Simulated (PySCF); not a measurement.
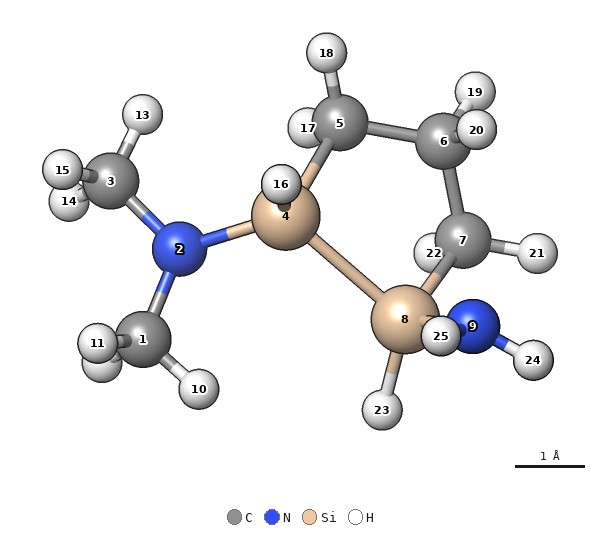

Figure 1. The input geometry (ball-and-stick view, seen at a tilt; atoms are numbered from 1 in the order of the input).

## Run report: C₅H₁₆N₂Si₂, NMR shielding calculation

C₅H₁₆N₂Si₂, computed with GIAO KT3/pcSseg-1 NMR shielding, non-relativistic, gas phase (PySCF 2.14.0).

The geometry comes from this level: PBE0-D3(BJ)/def2-SVP. It belongs to a series of runs on one base structure; here: constitutional isomer. Figures and captions count atoms from 1; the log counts them from 0 in places.

### Output
```
coarse grid: 20728 points
cycle   1  E = -897.9267338895  dE =  5.677e-01  |g| = 8.046e-01  |ddm| = 4.469e+00
cycle   2  E = -897.5652042420  dE =  3.615e-01  |g| = 1.421e+00  |ddm| = 2.874e+00
cycle   3  E = -898.0931366025  dE = -5.279e-01  |g| = 1.312e-01  |ddm| = 2.152e+00
cycle   4  E = -898.0967827464  dE = -3.646e-03  |g| = 6.192e-02  |ddm| = 2.051e-01
cycle   5  E = -898.0975606024  dE = -7.779e-04  |g| = 1.749e-02  |ddm| = 7.702e-02
cycle   6  E = -898.0976330191  dE = -7.242e-05  |g| = 7.174e-03  |ddm| = 3.185e-02
cycle   7  E = -898.0976464746  dE = -1.346e-05  |g| = 1.356e-03  |ddm| = 9.686e-03
cycle   8  E = -898.0976468819  dE = -4.073e-07  |g| = 5.657e-04  |ddm| = 2.426e-03
final grid: 187832 points
cycle   9  E = -898.1112077458  dE = -3.052e-04  |g| = 1.648e-02  |ddm| = 5.949e-02
cycle  10  E = -898.1111668644  dE =  4.088e-05  |g| = 1.818e-02  |ddm| = 2.840e-02
cycle  11  E = -898.1112267955  dE = -5.993e-05  |g| = 6.618e-03  |ddm| = 2.645e-02
cycle  12  E = -898.1112363701  dE = -9.575e-06  |g| = 1.099e-03  |ddm| = 8.346e-03
cycle  13  E = -898.1112366996  dE = -3.295e-07  |g| = 1.963e-04  |ddm| = 1.528e-03
cycle  14  E = -898.1112367072  dE = -7.604e-09  |g| = 8.844e-05  |ddm| = 3.480e-04
cycle  15  E = -898.1112367093  dE = -2.143e-09  |g| = 1.357e-05  |ddm| = 1.227e-04
cycle  16  E = -898.1112367093  dE = -4.525e-11  |g| = 6.072e-06  |ddm| = 2.684e-05
```

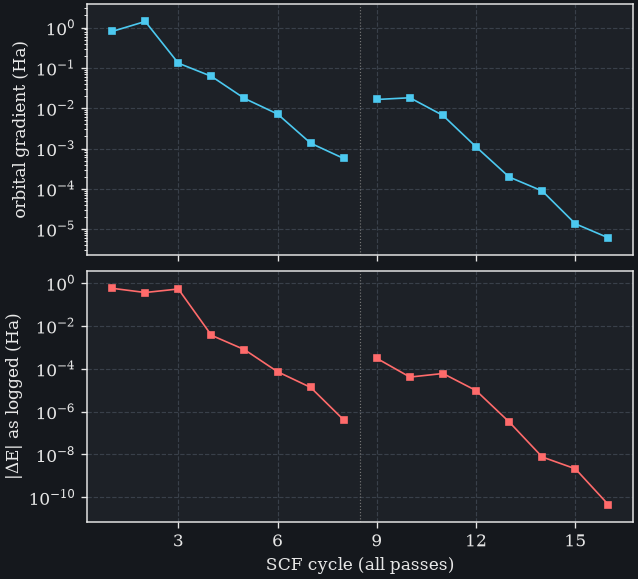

Figure 2. Convergence of the self-consistent field: orbital gradient and size of the energy change against the SCF cycle. The dotted line marks the change from a coarse to the final integration grid. The first 8 cycles use a coarse grid, the final grid takes over at cycle 9, and the field converges after 16 cycles in all.

```
converged SCF energy = -898.1112367093

GIAO shielding tensors (ppm)
atom      isotropic    diamagn.    paramagn.     s11        s22        s33       span
  0 C      138.289     244.405    -106.116    114.936    117.818    182.114     67.178
  1 N      238.218     330.469     -92.250    207.677    248.704    258.273     50.596
  2 C      141.918     243.356    -101.438    118.006    125.360    182.388     64.383
  3 Si     374.035     887.398    -513.363    304.212    378.007    439.886    135.674
  4 C      162.544     256.814     -94.270    150.854    157.464    179.315     28.461
  5 C      155.806     248.690     -92.884    134.269    164.922    168.228     33.959
  6 C      160.589     255.480     -94.891    152.556    160.722    168.489     15.933
  7 Si     389.311     884.668    -495.358    345.805    388.885    433.242     87.436
  8 N      253.734     315.311     -61.576    217.675    255.488    288.040     70.364
  9 H       28.443      31.598      -3.155     23.310     28.630     33.390     10.079
 10 H       28.809      28.062       0.747     24.736     26.197     35.495     10.759
 11 H       28.891      29.037      -0.146     24.894     26.112     35.668     10.774
 12 H       28.714      30.943      -2.229     23.230     29.037     33.874     10.644
 13 H       29.044      28.474       0.570     24.891     26.313     35.928     11.037
 14 H       28.954      27.450       1.504     24.737     26.335     35.791     11.054
 15 H       26.458      32.353      -5.895     23.046     25.346     30.981      7.936
 16 H       30.833      34.965      -4.132     26.191     30.104     36.204     10.013
 17 H       29.668      32.442      -2.774     24.589     28.545     35.870     11.281
 18 H       29.038      29.265      -0.227     22.688     27.814     36.612     13.925
 19 H       29.673      31.583      -1.910     25.821     27.905     35.294      9.473
 20 H       30.101      29.791       0.310     25.871     27.822     36.610     10.739
 21 H       30.907      33.315      -2.408     27.013     28.705     37.004      9.990
 22 H       26.179      31.468      -5.289     22.841     24.778     30.920      8.079
 23 H       31.563      28.892       2.671     23.611     27.861     43.217     19.606
 24 H       31.406      31.696      -0.290     23.258     28.831     42.128     18.870
```

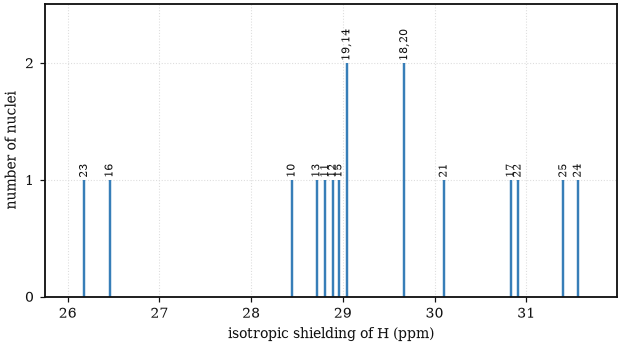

Figure 3. Isotropic shieldings of the hydrogen nuclei in this fixed geometry, labelled by atom number; shielding grows to the right, so chemical shift grows to the left. The least shielded is H23 (26.2 ppm), the most shielded H24 (31.6 ppm).

The run was set up as follows.

### The input
```
{"job": {"kind": "nmr", "xc": "KT3", "basis": "pcSseg-1", "pop": false}, "charge": 0, "multiplicity": 1}
C      2.387555     1.210525    -0.970324
N      1.823096    -0.026087    -0.496383
C      2.741099    -1.136131    -0.527430
Si     0.460588    -0.048081     0.595270
C     -0.546054    -1.653434     0.399378
C     -2.045074    -1.319900     0.485882
C     -2.429188    -0.174414    -0.463109
Si    -1.332881     1.315489    -0.034328
N     -1.964930     2.101844     1.385419
H      1.622555     2.001769    -0.992840
H      3.231305     1.575658    -0.347285
H      2.773265     1.095720    -2.001011
H      2.238682    -2.068285    -0.226014
H      3.135196    -1.292399    -1.549344
H      3.616216    -0.997007     0.141960
H      0.849735     0.133580     2.043388
H     -0.313728    -2.048430    -0.606305
H     -0.266515    -2.432772     1.125928
H     -2.649633    -2.219906     0.278538
H     -2.293758    -1.018635     1.519334
H     -3.502489     0.068379    -0.388594
H     -2.240748    -0.465832    -1.512081
H     -1.153263     2.210687    -1.230622
H     -2.835801     2.620345     1.336786
H     -1.316620     2.559112     2.016401
```

The first line tells a small driver script what to run in PySCF; the rest is the geometry in Å.

Command:
```bash
OMP_NUM_THREADS=1 python <driver script> task.json out
```

### Summary

| quantity | value |
| --- | --- |
| outcome | converged |
| total energy | −898.111237 hartree |
| HOMO | −4.93 eV |
| LUMO | −0.46 eV |
| dipole moment | 0.61 D |
| isotropic shielding, C | 138.3 to 162.5 ppm |
| isotropic shielding, N | 238.2 to 253.7 ppm |
| isotropic shielding, Si | 374.0 to 389.3 ppm |
| isotropic shielding, H | 26.2 to 31.6 ppm |
| hardware | 1 CPU thread, shared host |
| wall time | 2.3 min |
| peak memory | 1.2 GiB |
